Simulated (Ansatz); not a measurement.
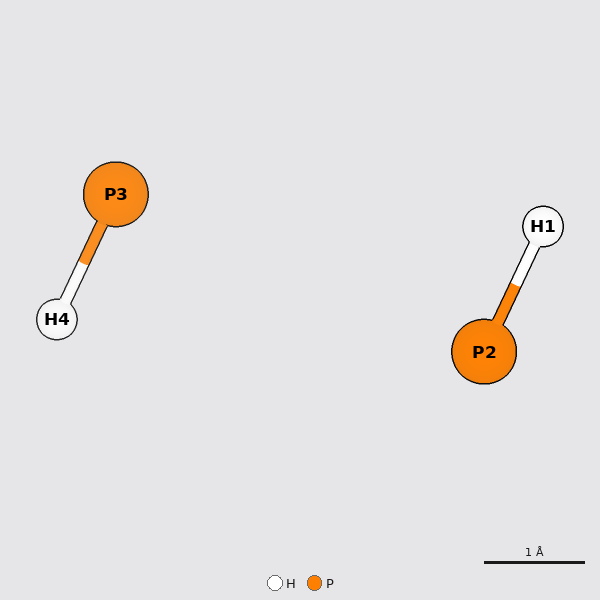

(Drawn from a calculation with Ansatz.)

Atoms carry their numbers in the input. Geometry: a fixed input geometry, not necessarily a minimum.

Which atoms are bonded, and how long are the bonds?

| bond | length (Å) |
| --- | --- |
| H1–P2 | 1.424 |
| P3–H4 | 1.424 |
